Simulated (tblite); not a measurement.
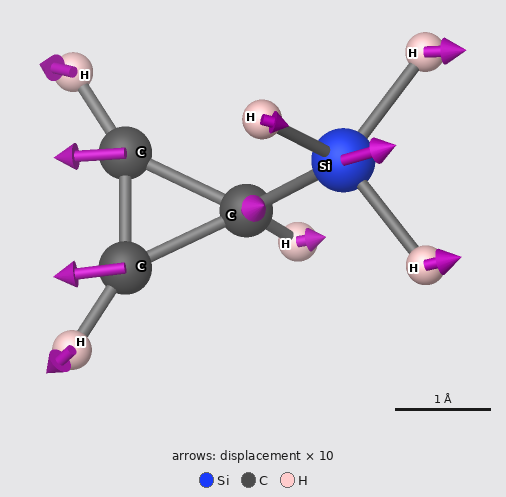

This is a relaxation of C3H6Si. The starting structure is drawn; purple arrows show the displacements, 10 times their true length. The two geometries are superimposed by the best rigid fit.

Style: ball-and-stick. Shown at a tilt.

These are results of GFN2-xTB geometry optimisation, gas phase in tblite 0.8.0, not measurements. 

**What did the optimiser do to the structure, and how much energy did it gain?**

The atom that moves furthest after the best rigid fit is a C atom (0.079 Å). Largest moves by element: C 0.079 Å, Si 0.066 Å, H 0.053 Å. Near-neighbour distances that change, for instance: C–C 1.423 → 1.514 Å, C–H 1.066 → 1.093 Å, H–Si 1.484 → 1.464 Å, C–Si 1.867 → 1.886 Å. Among the angles between lasting bonds that change: C–C–H 148.3° → 144.1°, Si–C–C 118.8° → 121.9°, C–C–C 53.6° → 50.6°. Over 28 geometry steps the energy falls by 7.21 kcal/mol.
